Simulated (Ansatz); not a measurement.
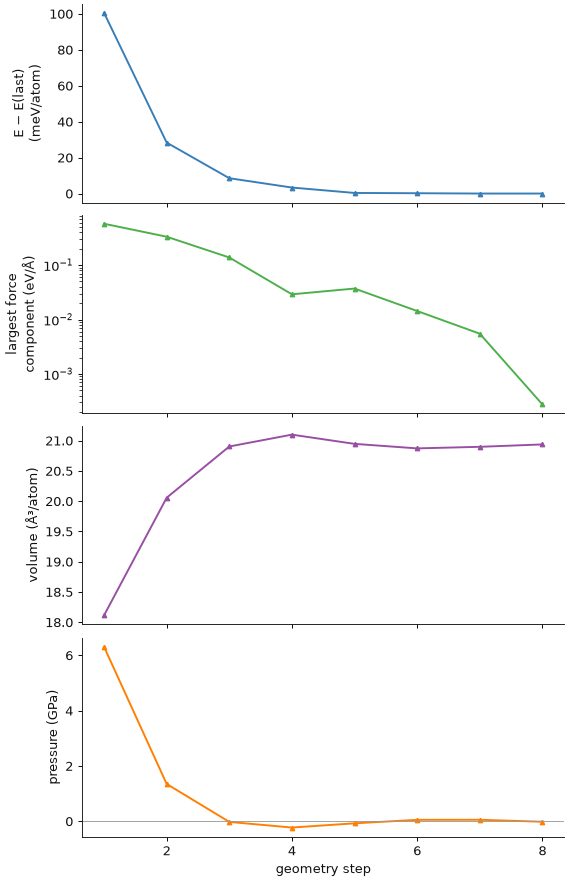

History of a geometry optimisation. Atoms and cell relax. A closing SCF on a freshly chosen basis isn't drawn.

```
crystal:
  lattice:
    - [0.0, 4.155514, 0.0]
    - [4.155514, 0.0, 0.0]
    - [2.077757, 2.077757, -5.244777]
  atoms:
    - { symbol: Ag, position: [0.75, 0.25, 0.5] }
    - { symbol: Ag, position: [0.25, 0.75, 0.5] }
    - { symbol: Li, position: [0.389, 0.389, 0.222] }
    - { symbol: Li, position: [0.611, 0.611, 0.778] }
    - { symbol: Ca, position: [0.0, 0.0, 0.0] }
  symmetry: { tolerance: 0.0003 }
kpoints:
  mp_grid: { grid: [5, 5, 5], shift: [0, 0, 0] }
magnetization:
  noncollinear: true
  spin_orbit: true
scf:
  occupations: { method: fermi_dirac }
hamiltonian:
  pseudopotentials: { kind: paw_fr }
  xc: r2scan
basis:
  ecutwfc: 500
output:
  forces: true
  stress: true
  eigenvalues: true
relax:
  max_steps: 40
  cell: {}
```

Launched with:
```bash
ansatz run input.yaml --threads 1 --pin off --max-ram 2560MiB --backend cpu --events-out ev --progress --plain --runs-dir out
```

How did it end, and what did it gain?

The optimisation met its thresholds at geometry 8, counting the start as the first. The energy fell by about 100 meV/atom from the first step to the last. The largest force component goes from about 0.58 eV/Å at the start to 2.8 × 10⁻⁴ eV/Å at the end.

Was the starting cell too large or too small?

The volume grows from 18.1 to 20.9 Å³ per atom (+16 %), as the pressure goes from 6.3 GPa to about 0 GPa. The start was compressed.

By which step was nine tenths of the energy gained?

By step 3 of 8.
